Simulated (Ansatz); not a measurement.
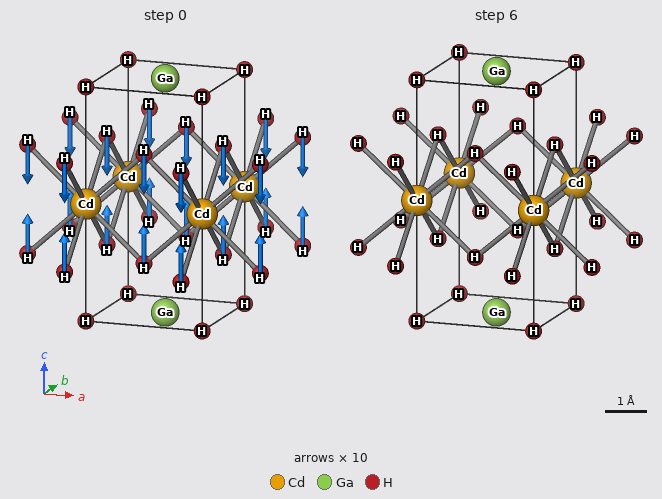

The structure of a crystal of CdGaH₅ (built on the SiSnPd5-123 type type) before (left) and after (right) a relaxation, at one scale. The blue arrows give the displacements (the part carried along by the change of the cell is left out), 10 times their true length.

The picture is a ball-and-stick view of the cell of the calculation, seen slightly off an axis.

Computed with DFT, r2SCAN+rVV10, plane waves, PAW in Ansatz. Settings: plane-wave cutoff 500 eV; k-point mesh 8 × 8 × 4; occupations fermi dirac; smearing width 0.03 eV; no spin polarisation; cell and atoms relaxed; force threshold 0.01 eV/Å; at most 120 steps.

> Summarise the run.

After 4 accepted moves (6 points after the start) the energy has fallen by 5.7 meV per atom. The largest force component goes from 0.098 to 0.0017 eV/Å. Pressure: 0.86 GPa at the start and 0.00 GPa at the end. The line search rejected the trial step at point 2 of the run. The SCF was repeated once at an unchanged geometry on a basis and grid sized afresh for the cell, which shifted the energy by 0.2 meV per atom at most. The largest moves relative to the cell, 0.10 Å, are those of H atoms. Cd and Ga stay in place. Cell: a = b 3.073 → 3.084 Å (+0.4 %), c 5.978 → 6.159 Å (+3.0 %). Volume +3.8 %. Near-neighbour distances that change, for instance: Cd–H 2.071 → 2.035 Å. Bond angles that change, for instance: Cd–H–Cd 95.8° → 98.5°. The space group stays P4/mmm (No. 123).
